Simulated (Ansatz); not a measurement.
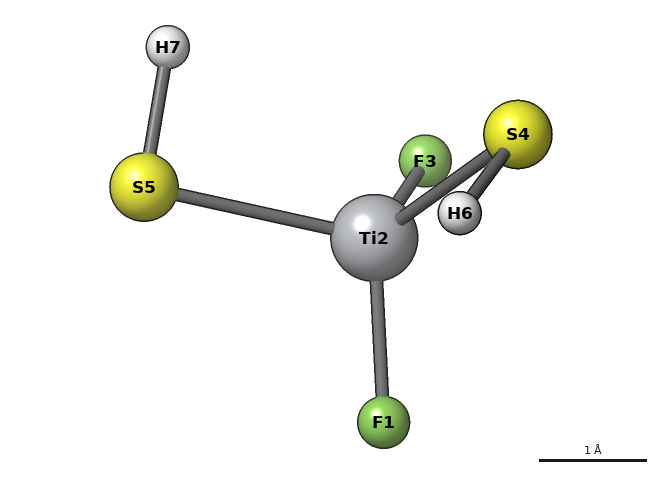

Atoms carry their numbers in the input. The species is neutral and a spin singlet. The computed structure is the end point of a PBE0-D4/def2-TZVP optimisation. No frequency run is at hand to confirm it as a minimum.

Question: Describe the coordination of atom 4.

Answer: S4 has 2 neighbours (Ti2 at 2.28, H6 at 1.35 Å); the arrangement is bent.

Question: How are the neighbours of atom 2 arranged?

Answer: Ti2 has 4 neighbours (F1 at 1.74, F3 at 1.74, S4 at 2.28, S5 at 2.28 Å); the arrangement is tetrahedral.
